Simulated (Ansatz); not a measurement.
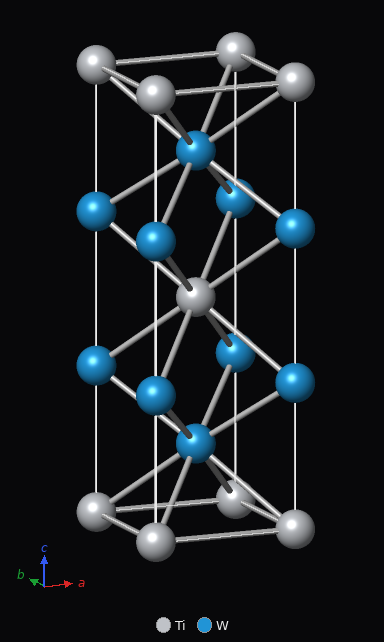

Ball-and-stick representation of a periodic structure, projected slightly off an axis. One conventional unit cell is outlined, and atoms on its boundary appear in each equivalent place.

TiW$_{2}$, space group I4/mmm (No. 139), a = 3.174 Å, b = 3.174 Å, c = 9.599 Å, α = 90.00°, β = 90.00°, γ = 90.00°. The model was built from a structure type filled with these elements by a generator (whether the compound takes this form wasn't checked). Earlier steps of the study, as a rule a relaxation of our own, may have changed the cell and positions, so they can lie some per cent off the listed ones. A calculation with Ansatz used it as input.

This one geometry was computed with Ansatz (DFT, plane waves, PAW) at four levels of theory: PBE with spin-orbit coupling, r2SCAN, PBEsol and PBE.

> Which level gives the highest pressure at this volume, and what does that say about its equilibrium volume?

Highest: PBE with spin-orbit coupling (0.1 GPa) and PBE (0.0 GPa), which points to the largest equilibrium volume. Lowest, with the smallest volume: PBEsol (-7.3 GPa). Levels within 0.5 GPa of each other can't be told apart.

> How does the band gap change with the level of theory?

All levels give a metal.

> Collect the results in a table.

| level | cutoff (eV) | k-mesh of the run's cell | gap (eV) | pressure (GPa) |
| --- | --- | --- | --- | --- |
| PBE with spin-orbit coupling | 420 | 20×20×20 | metal | 0.1 |
| r2SCAN | 500 | 20×20×20 | metal | -3.1 |
| PBEsol | 420 | 20×20×20 | metal | -7.3 |
| PBE | 420 | 20×20×20 | metal | 0.0 |

Gaps are taken on the k-mesh or band path of each run.
